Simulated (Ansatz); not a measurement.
C$_{3}$H$_{7}$AsGe (SMILES CC#[C][GeH2][AsH2])

Input file:

```
crystal:
  periodic: [false, false, false]
  atoms:
    - { symbol: C, position_ang: [2.8126, 0.7915, 0.2935] }
    - { symbol: C, position_ang: [1.4752, 0.2008, 0.2418] }
    - { symbol: C, position_ang: [0.3734, -0.2856, 0.199] }
    - { symbol: Ge, position_ang: [-1.358, -1.048, 0.1304] }
    - { symbol: As, position_ang: [-2.6722, 0.1171, -1.5024] }
    - { symbol: H, position_ang: [2.9322, 1.5099, -0.5435] }
    - { symbol: H, position_ang: [2.9453, 1.3227, 1.2584] }
    - { symbol: H, position_ang: [3.5747, -0.0098, 0.2047] }
    - { symbol: H, position_ang: [-1.2503, -2.5435, -0.2623] }
    - { symbol: H, position_ang: [-2.0327, -0.9221, 1.52] }
    - { symbol: H, position_ang: [-3.9992, -0.5064, -0.959] }
    - { symbol: H, position_ang: [-2.8011, 1.3735, -0.5806] }
basis:
  gaussian:
    orbitals: def2-SVP
hamiltonian:
  xc: b3lyp
output:
  orbitals: {}
  forces: true
```

Run with:

```sh
python methods_c3h7asge.py
```

Not at a stationary point (largest force 1.5 eV/Å).

All numbers below come from Ansatz, SCF B3LYP, Gaussian basis.

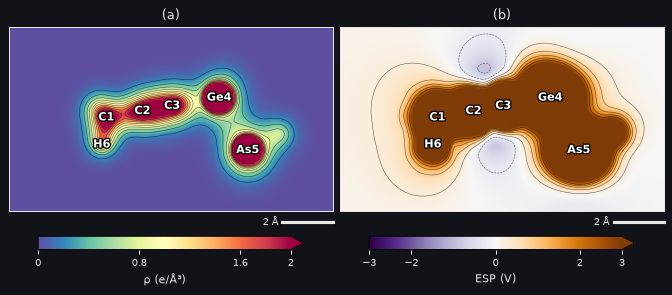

Figure 1. (a) total electron density; (b) electrostatic potential on the plane of atoms C3, Ge4 and As5.

What does the map show?

Answer. The section cuts through C, Ge, As and H sites. C–C (1.21 Å): ρ is about 2.7 e/Å³ halfway. C–Ge (1.89 Å): the density is about 0.91 e/Å³ at the midpoint. Ge–As (2.40 Å): ρ at the midpoint is about 0.61 e/Å³. C–H (1.11 Å): ρ is about 1.9 e/Å³ halfway. Outside the dense part of the molecule the potential is most negative (−0.9 V) near C3.

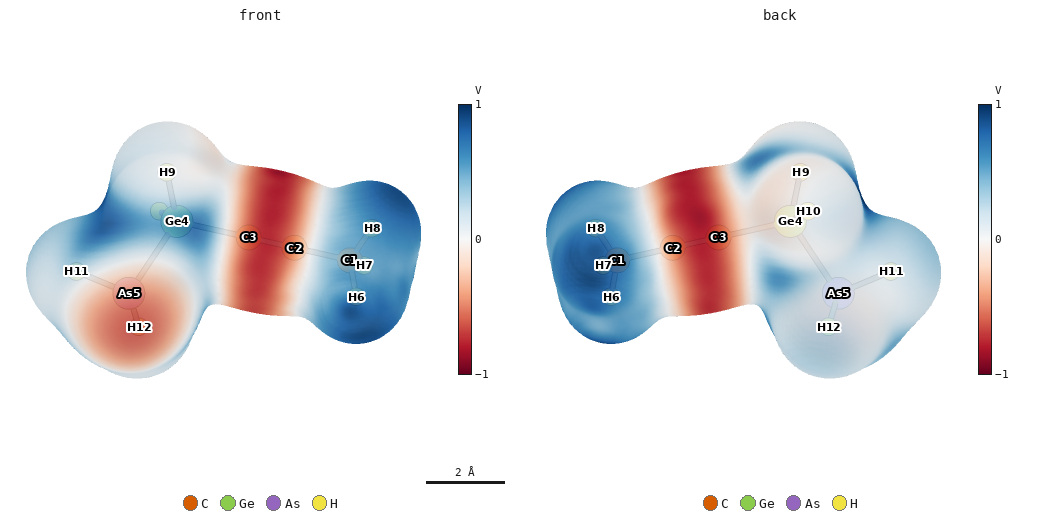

Figure 2. The electrostatic potential painted on the density surface at 0.002 e/bohr³, seen from the front and from behind; the colour scale runs from red (negative) to blue (positive).

Describe the electrostatic potential map.

Answer. The most negative region (about −0.8 V) lies over C2 and C3, the most positive (about +0.9 V) over Ge4, H6, H7 and H8.

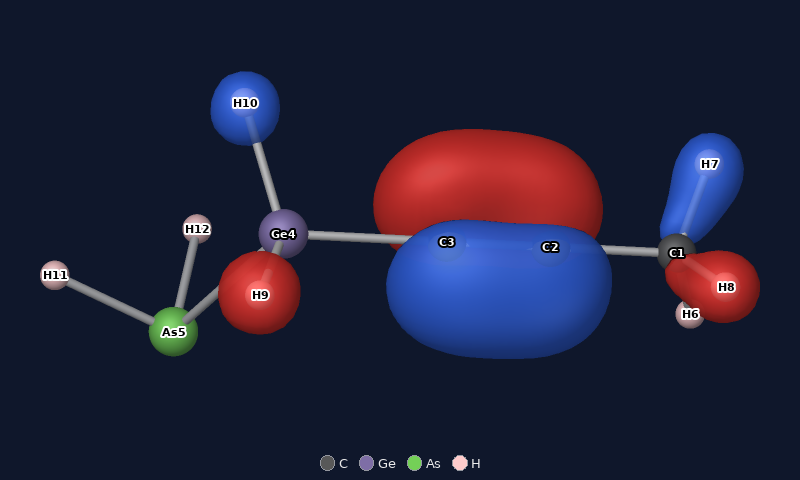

Figure 3. The HOMO−1 at ±0.15 Å⁻³ᐟ² (red and blue are the two phases), seen from one side.

Where does this orbital lie, and at what energy?

Answer. Its weight (Hirshfeld) is mainly on C3 (about 40 %), C2 (about 35 %) and Ge4 (about 5 %); π-bonding across C3–C2. Its energy is −7.33 eV.
